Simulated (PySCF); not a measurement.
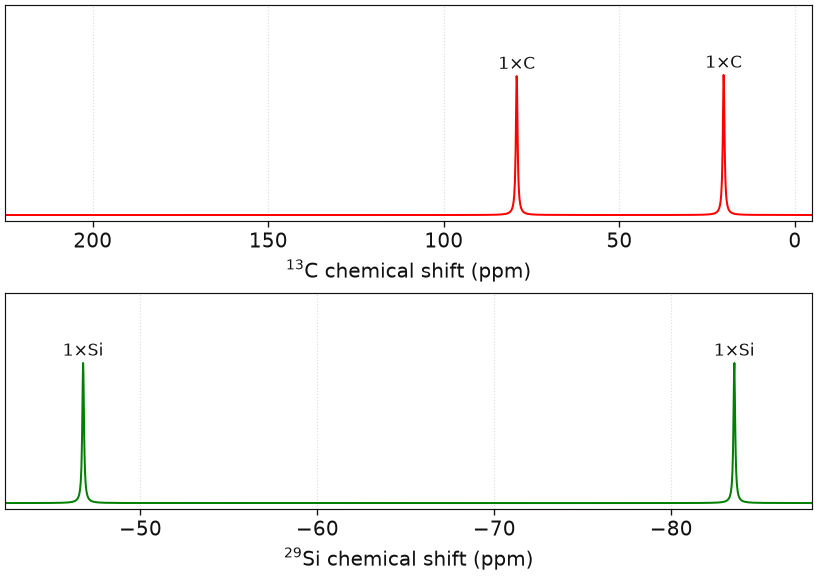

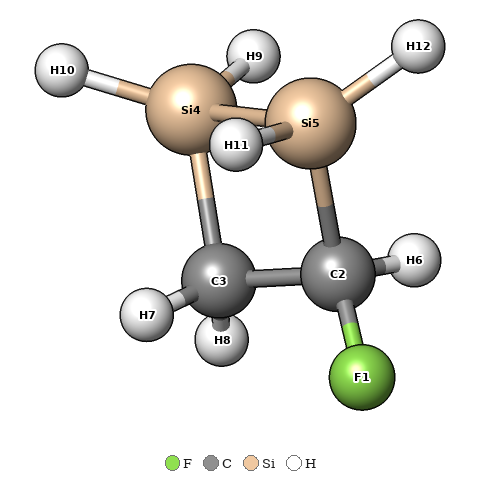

Spectrum and numbered structure of C₂H₇FSi₂, SMILES F[C@H]1C[SiH2][SiH2]1. GIAO shifts, PBE0/def2-SVP in PySCF 2.14.0, at a PBE0-D3(BJ)/def2-SVP geometry (no frequency check), against TMS for ¹³C and TMS for ²⁹Si computed at the same level. Gas phase, fully decoupled, line heights follow the number of nuclei, widths are arbitrary (no quadrupolar broadening); values of one conformer, averaged over methyl-type rotors and exact or near symmetry; other conformers aren't averaged in.

> Which atoms give which ¹³C line?

| δ (ppm) | nuclei | atoms |
| --- | --- | --- |
| 79.2 | 1 | C2 |
| 20.3 | 1 | C3 |

> Which atoms give which ²⁹Si line?

| δ (ppm) | nuclei | atoms |
| --- | --- | --- |
| −46.8 | 1 | Si5 |
| −83.6 | 1 | Si4 |
